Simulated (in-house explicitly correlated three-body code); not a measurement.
Two electrons around a point charge Z = 22.766. Computed variationally in 260 exponentially correlated functions with an in-house code, non-relativistic, converged to about 10⁻⁸ of the energy. Wanted, and plotted below: the bound S and P states that converged, by term and principal number n, on a logarithmic scale of binding.

The ground state is bound by 6669 eV. The n = 2 states drawn run, from the deepest, 2 ³S (1648 eV), 2 ³P (1625 eV), 2 ¹S (1622 eV), 2 ¹P (1606 eV). Exchange puts 2 ³S below 2 ¹S by 25.4 eV and 2 ³P below 2 ¹P by 18.9 eV. Quantum defects n − (Z − 1)/√(2 E(binding)): 2 ³S 0.022, 2 ³P 0.008, 2 ¹S 0.007, 2 ¹P −0.003.

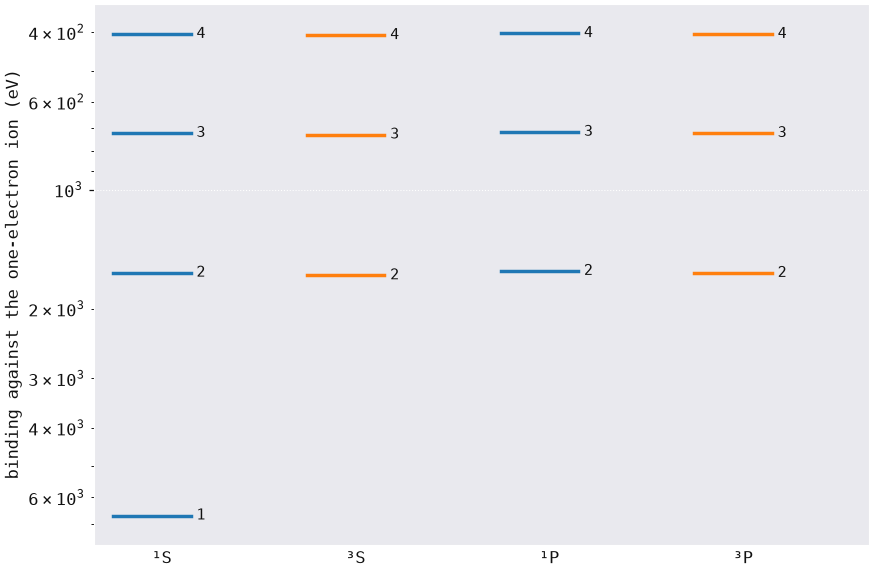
